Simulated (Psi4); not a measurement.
# InH2Cl (SMILES [H][In]([H])[Cl]) at PBE/def2-TZVPD (core potential, sweep point 8)

Aim: the vertical singlet–triplet gap of InH2Cl at PBE/def2-TZVPD (core potential, sweep point 8), from 2 runs. 

The calculation is run with Psi4 1.11.

4 further runs of the same task are left out: 4 set aside as unsound or not needed.

### 1 Starting point

InH2Cl has 4 atoms, charge 0, and is taken as a singlet. As SMILES, `[H][In]([H])[Cl]`. The shape comes from GFN2-xTB, which is rough for such elements, and wasn't checked as a minimum.

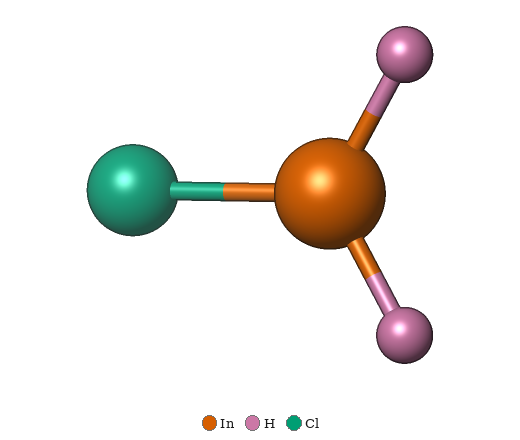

Viewed from a chosen angle; indium orange, hydrogen pink, chlorine teal.

### 2 The energy at PBE/def2-TZVPD (core potential, sweep point 8)

Input file calc.in:

```
memory 1.6 GB

molecule {
  0 1
  In     0.070210     0.117850    -0.000370
  H      1.783010     0.101380     0.011370
  H     -0.755080     1.618480    -0.019870
  Cl    -1.098140    -1.837720     0.008870
  symmetry c1
}

set {
  reference rks
  puream true
  scf_type pk
  dft_radial_points 250
  dft_spherical_points 1202
}

energy('pbe/def2-TZVPD')
```

Started as:

```
$ psi4 -n 1 calc.in calc.out
```

calc.out:

```text
[...]
    !!!  WARNING: ECP capability is in beta. Please check occupations closely.  !!!
[...]
  Running in c1 symmetry.
[...]
  Nuclear repulsion =  101.265289562941149
[...]
  Multiplicity = 1
[...]
  Nalpha       = 20
  Nbeta        = 20
[...]
    Number of basis functions: 120
[...]
   @RKS iter   1:  -651.12310466674842   -6.27081e-01   6.18999e-03 DIIS/ADIIS
[...]
   @RKS iter   8:  -651.38216785363068   -4.11054e-08   8.82741e-07 DIIS
[...]
    Orbital Energies [Eh]
    ---------------------
    Doubly Occupied:
       1A   -100.642197     2A     -9.156837     3A     -6.976738
       4A     -6.972340     5A     -6.970850     6A     -4.504576
       7A     -2.952711     8A     -2.942143     9A     -2.939558
      10A     -0.754668    11A     -0.715405    12A     -0.713008
      13A     -0.710573    14A     -0.709917    15A     -0.682560
      16A     -0.407160    17A     -0.306822    18A     -0.296863
      19A     -0.285465    20A     -0.255370
[...]
  @RKS Final Energy:  -651.38216785363068
   => Energetics <=
    Nuclear Repulsion Energy =            101.2652895629411489
    One-Electron Energy =               -1173.4854791389670936
    Two-Electron Energy =                 466.3445384335855124
    DFT Exchange-Correlation Energy =     -45.5065167111903293
    Empirical Dispersion Energy =           0.0000000000000000
    VV10 Nonlocal Energy =                  0.0000000000000000
    Total Energy =                       -651.3821678536306763
[...]
 Multipole Moments:
 ------------------------------------------------------------------------------------
     Multipole            Electronic (a.u.)      Nuclear  (a.u.)        Total (a.u.)
 ------------------------------------------------------------------------------------
 L = 1.  Multiply by 2.5417464519 to convert [e a0] to [Debye]
 Dipole X            :         16.3301092          -15.9692307            0.3608785
 Dipole Y            :         27.3358004          -26.7309688            0.6048317
 Dipole Z            :         -0.1278377            0.1252654           -0.0025723
 Magnitude           :                                                    0.7043162
[...]
```

It took 26 s on 1 thread of AMD EPYC 9R45 (Zen 5), shared host; peak memory 0.84 GiB.

### 3 The triplet, same level

Input file calc.in:

```
memory 1600 MB

molecule molecule1 {
  0 3
  In     0.070210     0.117850    -0.000370
  H      1.783010     0.101380     0.011370
  H     -0.755080     1.618480    -0.019870
  Cl    -1.098140    -1.837720     0.008870
  symmetry c1
}

set {
  basis                def2-TZVPD
  reference            uks
  puream               true
  scf_type             pk
  dft_radial_points    250
  dft_spherical_points 1202
  maxiter              150
}

result = energy("pbe")
```

Started as:

```
$ psi4 calc.in calc.out -n 1
```

calc.out:

```text
[...]
    !!!  WARNING: ECP capability is in beta. Please check occupations closely.  !!!
[...]
  Running in c1 symmetry.
[...]
  Nuclear repulsion =  101.265289562941149
[...]
  Multiplicity = 3
[...]
  Nalpha       = 21
  Nbeta        = 19
[...]
    Number of basis functions: 120
[...]
   @UKS iter   1:  -650.79643867435800   -3.00415e-01   6.90397e-03 DIIS/ADIIS
[...]
   @UKS iter  12:  -651.22564862070340   -1.19153e-08   4.61777e-07 DIIS
[...]
   @S^2 Observed:                2.005020037E+00
[...]
    Orbital Energies [Eh]
    ---------------------
    Alpha Occupied:
       1A   -100.684958     2A     -9.198254     3A     -7.018112
       4A     -7.016479     5A     -7.011163     6A     -4.509287
       7A     -2.951643     8A     -2.949759     9A     -2.946078
      10A     -0.782074    11A     -0.726505    12A     -0.720550
      13A     -0.711819    14A     -0.710809    15A     -0.698573
      16A     -0.439877    17A     -0.348018    18A     -0.342389
      19A     -0.311879    20A     -0.310151    21A     -0.115451
    Alpha Virtual:
      22A     -0.094114    23A     -0.024177    24A     -0.013467
      25A      0.015814    26A      0.022675    27A      0.022806
[...]
  @UKS Final Energy:  -651.22564862070340
   => Energetics <=
    Nuclear Repulsion Energy =            101.2652895629411489
    One-Electron Energy =               -1172.5853823469999497
    Two-Electron Energy =                 465.5107690649896313
    DFT Exchange-Correlation Energy =     -45.4163249016343258
    Empirical Dispersion Energy =           0.0000000000000000
    VV10 Nonlocal Energy =                  0.0000000000000000
    Total Energy =                       -651.2256486207033959
[...]
 Multipole Moments:
 ------------------------------------------------------------------------------------
     Multipole            Electronic (a.u.)      Nuclear  (a.u.)        Total (a.u.)
 ------------------------------------------------------------------------------------
 L = 1.  Multiply by 2.5417464519 to convert [e a0] to [Debye]
 Dipole X            :         16.1282640          -15.9692307            0.1590333
 Dipole Y            :         26.9969121          -26.7309688            0.2659433
 Dipole Z            :         -0.1276273            0.1252654           -0.0023620
 Magnitude           :                                                    0.3098758
[...]
```

It took 56 s on 1 thread of AMD EPYC 9R45 (Zen 5), shared host; peak memory 0.84 GiB.

### 4 Outcome

Level: PBE/def2-TZVPD (core potential, sweep point 8).

| quantity | value |
| --- | --- |
| singlet: total energy | -651.38217 Eh |
| singlet: dipole moment | 1.79 D |
| singlet: HOMO energy | -6.95 eV |
| singlet: LUMO energy | -2.66 eV |
| singlet: HOMO–LUMO gap | 4.29 eV |
| triplet: total energy | -651.22565 Eh |
| triplet: dipole moment | 0.79 D |
| triplet: HOMO energy (highest over α and β) | -3.14 eV |
| triplet: ⟨S²⟩ | 2.005 |
| vertical energy of the triplet above the singlet | 4.259 eV |

In words: At this shape the triplet lies 4.26 eV (411 kJ/mol) above the singlet.
